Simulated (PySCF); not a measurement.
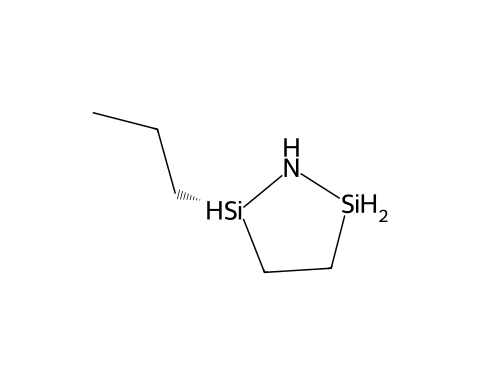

2D structure.

Write the SMILES.

CCC[Si@H]1CC[SiH2]N1

What is the molecular formula?

C5H15NSi2.

An optimisation with PBE0-D3(BJ)/def2-SVP gave a structure of which point group?

C1.

The parts below concern this one geometry. Atoms keep their numbers from picture to picture. The geometry was computed by an optimisation with PBE0-D3(BJ)/def2-SVP. No frequency run is at hand to confirm it as a minimum.

## Shape

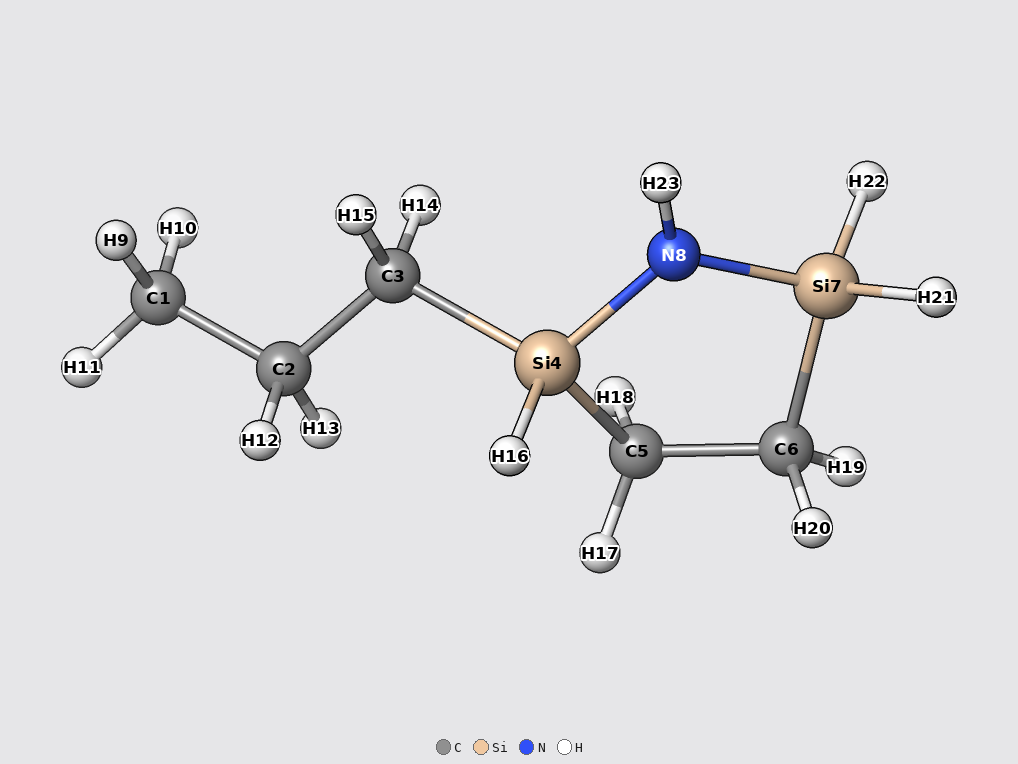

No frequency run is at hand to confirm it as a minimum.

How are the neighbours of atom 2 arranged?

C2 has 4 neighbours (C1 at 1.52, C3 at 1.53, H12 at 1.10, H13 at 1.10 Å); the arrangement is tetrahedral.

What is the geometry at N8?

N8 has 3 neighbours (Si4 at 1.75, Si7 at 1.74, H23 at 1.01 Å); the arrangement is trigonal planar.

Describe the coordination of atom 1.

C1 has 4 neighbours (C2 at 1.52, H9 at 1.10, H10 at 1.10, H11 at 1.10 Å); the arrangement is tetrahedral.

What is the geometry at Si7?

Si7 has 4 neighbours (C6 at 1.89, N8 at 1.74, H21 at 1.50, H22 at 1.50 Å); the arrangement is tetrahedral.

What is the dihedral angle C6–Si7–N8–Si4?

8° in size, that is syn (eclipsed).

## Polarisability

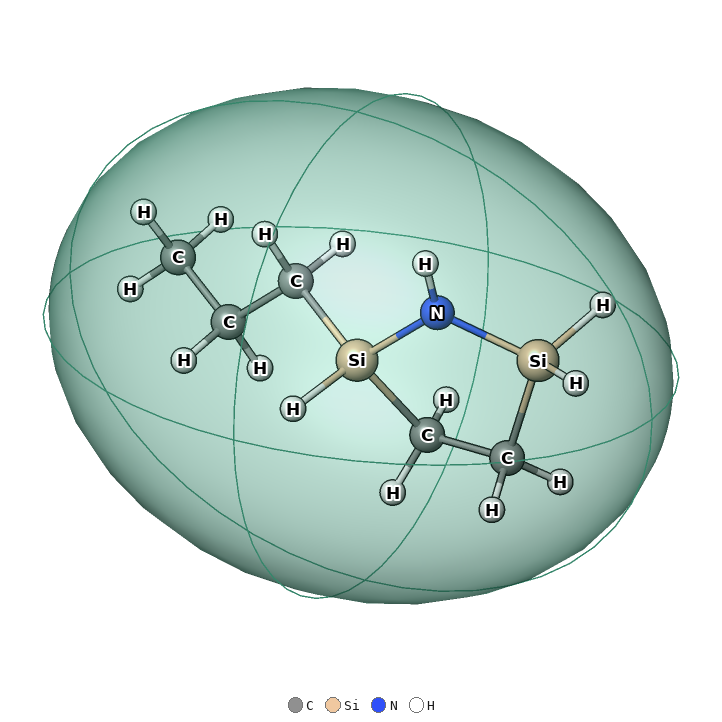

The ellipsoid shows the static dipole polarisability: its half-axes are proportional to the principal values. No frequency run is at hand to confirm it as a minimum. Level of theory: CAM-B3LYP/def2-SVPD (PySCF 2.14.0).

How large and how anisotropic is the polarisability?

Principal values 102.0, 108.3, 141.4 bohr³; mean 117.2 bohr³ (17.37 Å³); anisotropy 36.6 bohr³, so the longest axis is 1.39 times the shortest.

## Quadrupole coupling

No frequency run is at hand to confirm it as a minimum. Electric field gradients from the ground-state density, PBE0/pcSseg-1 in chloroform (IEF-PCM) (PySCF 2.14.0), non-relativistic apart from any core potentials.

Give the largest field-gradient component, the quadrupole coupling constant and the asymmetry for 14N at N8 (Q = 20.44 mb).

```csv
atom,V_zz (a.u.),e²qQ/h (MHz),η
N8,−0.730,−3.50,0.39
```

## NMR shielding

The questions are on isotropic NMR shieldings of the C atoms. No frequency run is at hand to confirm it as a minimum. Method: GIAO ωB97X-D/pcSseg-1 NMR shielding, non-relativistic, gas phase (PySCF 2.14.0).

Which C atom is the most shielded (lowest chemical shift)?

C6 (179.1 ppm).

Which C atom is the least shielded (highest chemical shift)?

C3 (163.7 ppm).

How wide is the range of C shifts?

15.4 ppm.

List the isotropic NMR shieldings of the C atoms.

| atom | σ (ppm) |
| --- | --- |
| C1 | 164.2 |
| C2 | 166.6 |
| C3 | 163.7 |
| C5 | 177.2 |
| C6 | 179.1 |

## Excitation

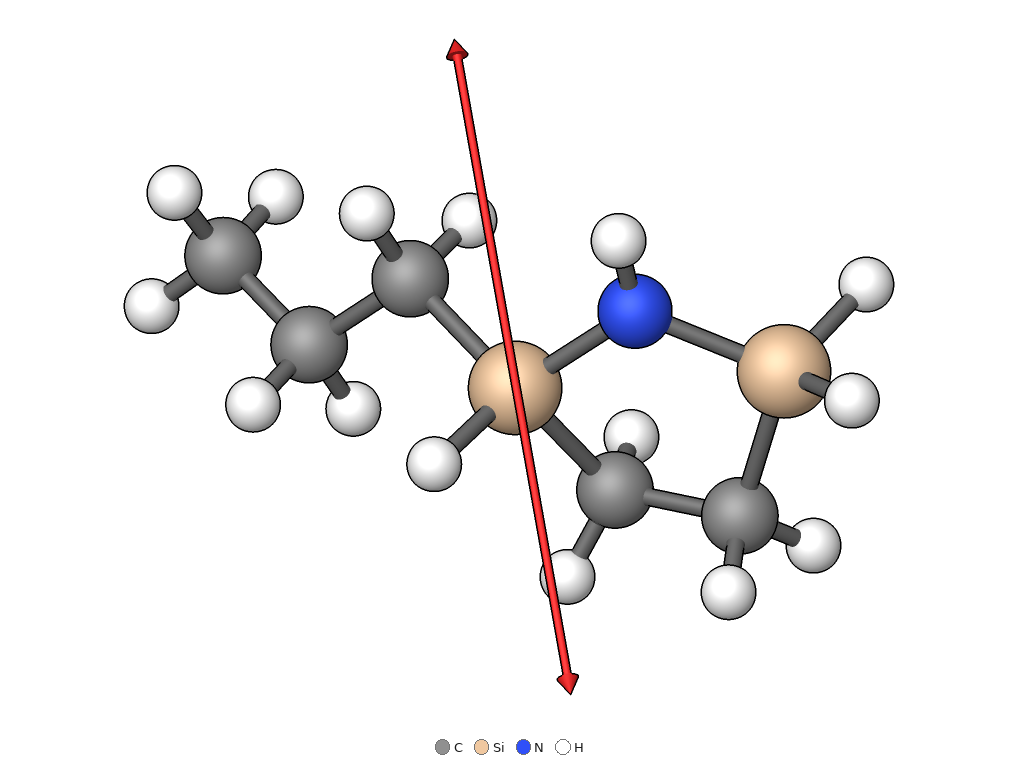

The double arrow shows the direction of the transition dipole to excited singlet state 8 (its length means nothing). No frequency run is at hand to confirm it as a minimum. Method: TDDFT CAM-B3LYP/def2-SVPD, vertical, gas phase, core orbitals frozen in the response (PySCF 2.14.0).

Give its energy, strength and character.

7.93 eV (156 nm), oscillator strength 0.045, of mixed character, with the largest part HOMO → LUMO+4 (weight 0.38); transition dipole 1.23 D.
